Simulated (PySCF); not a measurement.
**UBP86/def2-SVPD run of Si2H3ClF (SMILES F[SiH][SiH2]Cl)**

What is the vertical doublet–quartet gap of Si2H3ClF at UBP86/def2-SVPD? The job is set up through a Python script.

The results are computed with PySCF 2.14.0.

**1. The system as given**

Si2H3ClF: 7 atoms, total charge 0, spin state doublet. As SMILES, `F[SiH][SiH2]Cl`. Geometry: relaxed at PBE0-D4/def2-TZVP. This is one conformer, not always the lowest.

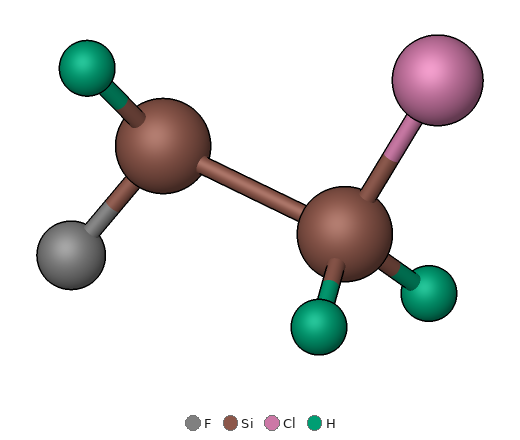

The structure, seen from a chosen angle (fluorine grey, silicon brown, chlorine pink, hydrogen teal).

**2. The energy at UBP86/def2-SVPD**

File start.xyz:

```xyz
7
ClFH3Si2
F     -0.711100    -1.904300     1.447600
Si    -0.864900    -1.133800     0.042900
Si     0.757100     0.544300    -0.177200
Cl     0.253100     1.504900    -1.930300
H     -2.255700    -0.597500    -0.021700
H      0.767100     1.548800     0.918100
H      2.115800    -0.030600    -0.325200
```

File job.py:

```python
from pyscf import gto, dft

mol = gto.Mole()
mol.atom = 'start.xyz'
mol.basis = 'def2-svpd'
mol.spin = 1
mol.verbose = 3
mol.max_memory = 1860
mol.build()

ks = dft.UKS(mol, xc='bp86')
ks.grids.level = 4
ks.conv_tol = 1e-10
ks.kernel()
if not ks.converged:
    ks = ks.newton().run(ks.mo_coeff, ks.mo_occ)

e_tot = ks.e_tot
print(f'total energy: {e_tot:.8f} hartree')
```

Started as:

```sh
$ OMP_NUM_THREADS=1 python job.py
```

Standard output:

```text
WARN: HOMO -0.180531055050321 >= LUMO -0.18053105505032

converged SCF energy = -1140.5847368112  <S^2> = 0.75236887  2S+1 = 2.0023675
total energy: -1140.58473681 hartree
```

It took 38 s on 1 thread of Arm Neoverse V1, shared host; peak memory 0.7 GiB.

**3. The quartet, same level**

File calc.py:

```python
from pyscf import gto, dft

molecule = gto.Mole()
molecule.atom = '''
F     -0.711100    -1.904300     1.447600
Si    -0.864900    -1.133800     0.042900
Si     0.757100     0.544300    -0.177200
Cl     0.253100     1.504900    -1.930300
H     -2.255700    -0.597500    -0.021700
H      0.767100     1.548800     0.918100
H      2.115800    -0.030600    -0.325200
'''
molecule.basis = 'def2-svpd'
molecule.verbose = 3
molecule.max_memory = 1860
molecule.spin = 3
molecule.build()

myscf = dft.UKS(molecule)
myscf.xc = 'bp86'
myscf.conv_tol = 1e-10
myscf.grids.level = 4
myscf.kernel()
if not myscf.converged:
    myscf = myscf.newton().run(myscf.mo_coeff, myscf.mo_occ)

e_final = myscf.e_tot
print('E = %.10f Eh' % e_final)
```

Started as:

```sh
$ OMP_NUM_THREADS=1 python calc.py
```

Standard output:

```text
WARN: HOMO -0.0936568966394464 >= LUMO -0.302144993872159

WARN: HOMO -0.117545014726883 >= LUMO -0.243984904759281

WARN: HOMO -0.108270134381277 >= LUMO -0.267100862579032

WARN: HOMO -0.0988645441499285 >= LUMO -0.268745597710694

WARN: HOMO -0.104291039622106 >= LUMO -0.27480769535835

WARN: HOMO -0.104603690050634 >= LUMO -0.274703309325703

WARN: HOMO -0.10408361045438 >= LUMO -0.273522003490643

WARN: HOMO -0.1040030405125 >= LUMO -0.273326901208736

WARN: HOMO -0.104245254521832 >= LUMO -0.273425996649411

WARN: HOMO -0.104184239081907 >= LUMO -0.273325847558517

WARN: HOMO -0.104220279775815 >= LUMO -0.273336121756926

WARN: HOMO -0.104210594015318 >= LUMO -0.273323176000374

WARN: HOMO -0.104214586201604 >= LUMO -0.273324811668628

WARN: HOMO -0.104212990091049 >= LUMO -0.273324273551858

WARN: HOMO -0.104212922651628 >= LUMO -0.273324164081313

WARN: HOMO -0.104213054726987 >= LUMO -0.273324279098647

converged SCF energy = -1140.4038211317  <S^2> = 3.7525316  2S+1 = 4.0012656
E = -1140.4038211317 Eh
```

It took 46 s on 1 thread of Arm Neoverse V1, shared host; peak memory 0.7 GiB.

**4. What came out**

At UBP86/def2-SVPD:

| quantity | value |
| --- | --- |
| doublet: total energy | -1140.58474 Eh |
| doublet: dipole moment | 0.30 D |
| doublet: HOMO energy (highest over α and β) | -5.47 eV |
| doublet: LUMO energy (lowest over α and β) | -3.95 eV |
| doublet: ⟨S²⟩ | 0.752 |
| quartet: total energy | -1140.40382 Eh |
| quartet: dipole moment | 0.99 D |
| quartet: HOMO energy (highest over α and β) | -2.84 eV |
| quartet: ⟨S²⟩ | 3.753 |
| vertical energy of the quartet above the doublet | 4.923 eV |

**Reading.** At this shape the quartet lies 4.92 eV (475 kJ/mol) above the doublet.
